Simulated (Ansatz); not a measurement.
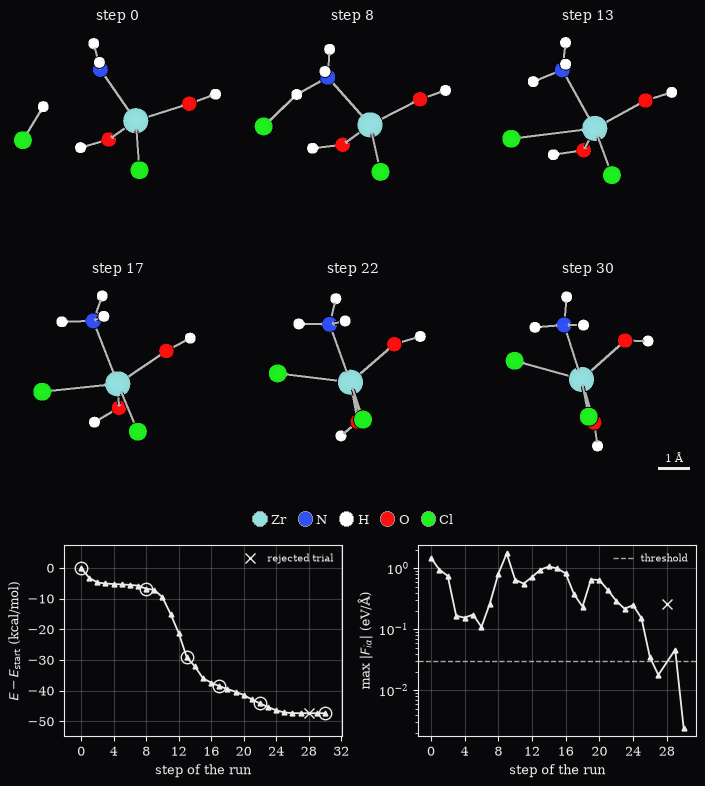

Frames of a relaxation of ZrNH5O2Cl2, marked on the history of the run. Style: ball-and-stick. Shown at a tilt.

The run prepares an end point of a later path (reaction) calculation, from a guessed geometry.

Computed with RKS PBE0/def2-SVP (Ansatz 0.2.0). (no spin polarisation; force threshold 0.03 eV/Å; at most 50 steps)

### What happens along the run?

Over 29 accepted moves (30 points after the start) the energy falls by 47.3 kcal/mol. The largest force component goes from 1.5 to 0.0024 eV/Å. The line search rejected the trial step at point 28 of the run. The forces were under the threshold at step 27, but the run went on from there. The atom that moves furthest after the best rigid fit is an H atom (2.16 Å). Largest moves by element: H 2.16 Å, Cl 1.71 Å, O 1.25 Å, Zr 0.87 Å, N 0.53 Å. Some distances before and after: Cl–H 1.340 → 3.047 Å, Cl–Zr 3.726 → 2.407 Å, H–N 2.245 → 1.020 Å, N–Zr 2.164 → 2.436 Å. New bonds form, among them: Cl–Zr (3.73 → 2.41 Å), H–N (2.25 → 1.02 Å). Bonds break, among them: Cl–H (1.34 → 3.05 Å). Among the angles between lasting bonds that change: N–Zr–O 107.1° → 178.9°, Zr–O–H 177.0° → 133.2°, Zr–O–H 129.5° → 172.8°. From step 0 to 8: an H atom moves most (0.72 Å), energy −6.74 kcal/mol. From step 8 to 13: a Cl atom moves most (0.58 Å), energy −22.4 kcal/mol. From step 13 to 17: an H atom moves most (0.70 Å), energy −9.37 kcal/mol. From step 17 to 22: a Cl atom moves most (0.93 Å), energy −5.62 kcal/mol. From step 22 to 30: an H atom moves most (0.72 Å), energy −3.20 kcal/mol.

```tsv
step	E − E(0), kcal/mol	largest force component, eV/Å	note
0	0.00	1.4810	
1	-3.21	0.9532	
2	-4.71	0.7490	
3	-5.05	0.1673	
4	-5.24	0.1551	
5	-5.37	0.1745	
6	-5.51	0.1095	
7	-5.76	0.2645	
8	-6.74	0.8075	
9	-7.16	1.7486	
10	-9.48	0.6519	
11	-14.96	0.5602	
12	-21.15	0.7187	
13	-29.14	0.9473	
14	-32.09	1.0702	
15	-35.97	0.9958	
16	-37.35	0.8236	
17	-38.51	0.3730	
18	-39.43	0.2360	
19	-40.35	0.6537	
21	-42.84	0.4407	
22	-44.13	0.2933	
23	-45.31	0.2165	
24	-46.39	0.2500	
25	-47.07	0.1519	
26	-47.30	0.0348	
27	-47.33	0.0179	
28	-47.31	0.2598	rejected
29	-47.33	0.0464	
30	-47.33	0.0024
```

Limits of the set-up: the start holds two separate molecules, 2.2 Å apart at their closest, whose relative position is a soft coordinate and is computed without a dispersion correction.
